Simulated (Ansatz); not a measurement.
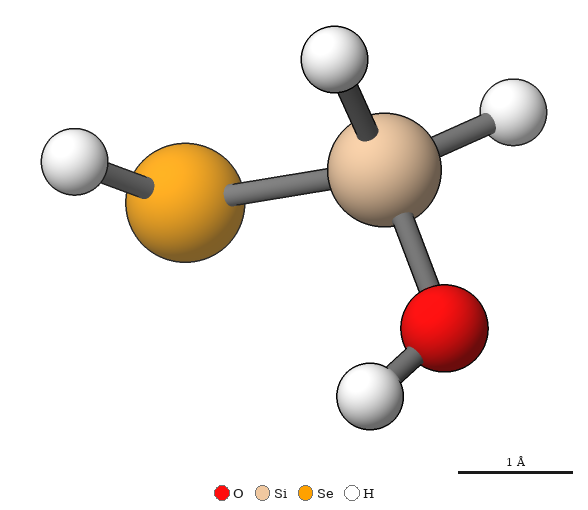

Rendered structure (ball-and-stick style). Every bond is drawn as one stick, whatever its order.

The computed structure is the end point of a PBE0-D4/def2-TZVP optimisation.

**Which formula does it have?**

H4OSeSi, 7 atoms: 4 hydrogen, 1 oxygen, 1 selenium and 1 silicon.

**How many atoms are distinct by symmetry?**

7: 1 O, 1 Si, 1 Se, 1 H, 1 H, 1 H, 1 H.

**Describe its rings.**

It has no ring.

**Name functional groups in it.**

Among them: Si–H bond, Si–O bond.

More results for the same structure follow; atom numbers are the same in all pictures, views and colours differ.

## Dipole moment

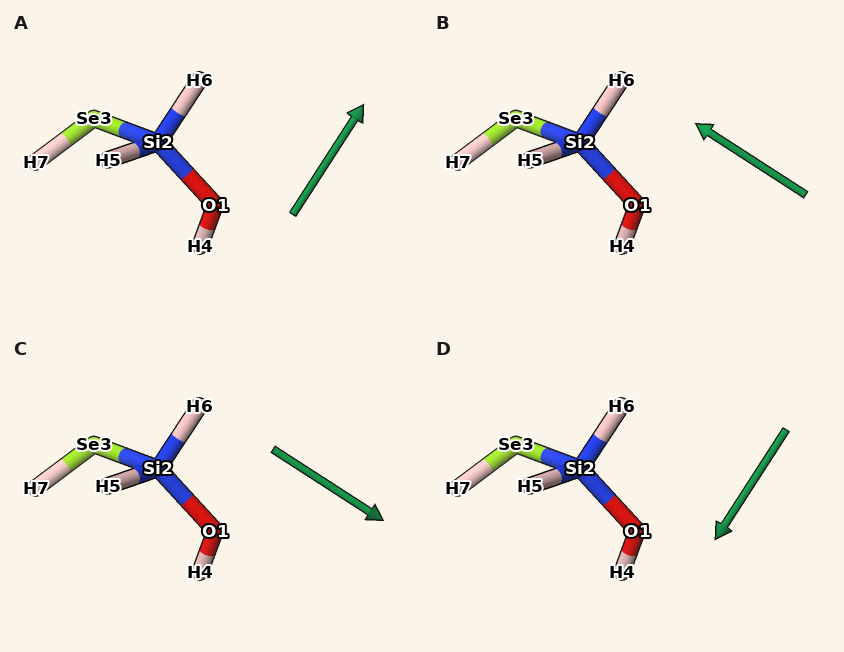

The same molecule four times, each with an arrow. Properties computed with RKS B3LYP-D4/def2-TZVPP (Ansatz 0.2.0).

**Which arrow points along the dipole moment, from the negative to the positive end?**

D. The dipole moment is 1.47 D; it points from the side of H6 to the side of H7 (the outermost atoms at the two ends).

## Vibrations

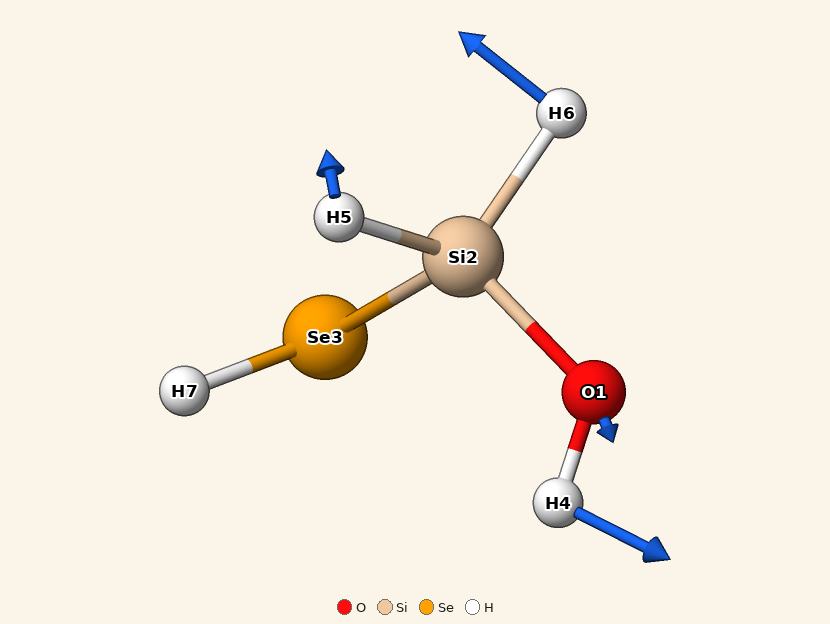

The arrows show one normal mode. Harmonic vibrations computed with RKS PBE0-D4/def2-TZVP (Ansatz 0.2.0) at a stationary point of the same level.

**At what wavenumber does it lie?**

919 cm⁻¹; it is mode 10 of 15 counted from the lowest.

## Thermal motion

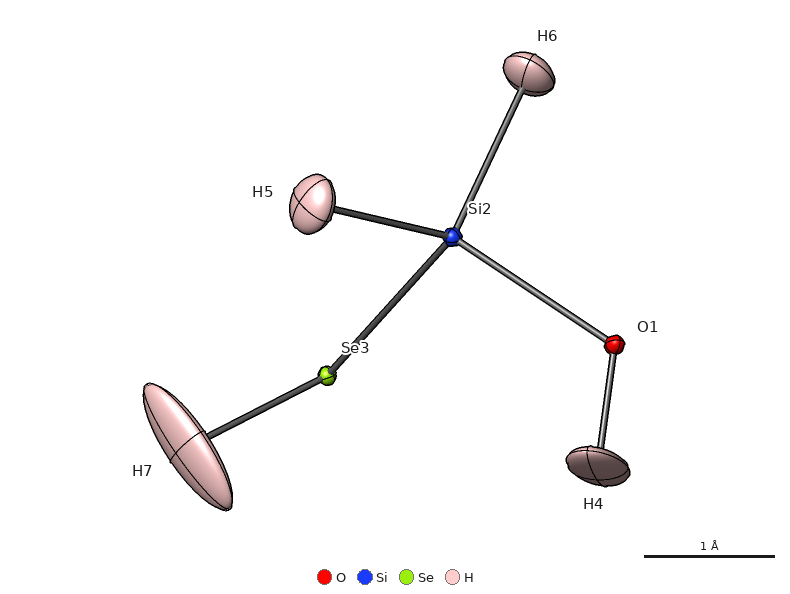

Displacement ellipsoids at the 50 % level, from the internal vibrations of the free molecule (harmonic, no overall translation or rotation; no half-axis is drawn under 0.075 Å). Vibrations computed with RKS PBE0-D4/def2-TZVP (Ansatz 0.2.0). Temperature: 100 K.

Give the displacement parameters, one line for each set of equivalent atoms.

```tsv
atom	U_eq (Å²)	rms amplitudes (Å)
O1	0.0018	0.025, 0.029, 0.061
Si2	0.00079	0.018, 0.028, 0.036
Se3	0.00014	0.003, 0.009, 0.018
H4	0.0439	0.068, 0.152, 0.323
H5	0.0172	0.088, 0.140, 0.155
H6	0.0178	0.087, 0.136, 0.165
H7	0.0587	0.082, 0.162, 0.378
```

## Electronic properties

Method: RKS BHLYP-D4/def2-TZVPP (Ansatz 0.2.0).

What does the calculation give?

- HOMO energy (Kohn–Sham orbital): −8.26 eV
- LUMO energy (Kohn–Sham orbital): 0.69 eV
- HOMO–LUMO gap: 8.95 eV
- dispersion correction: −18.2 kJ/mol
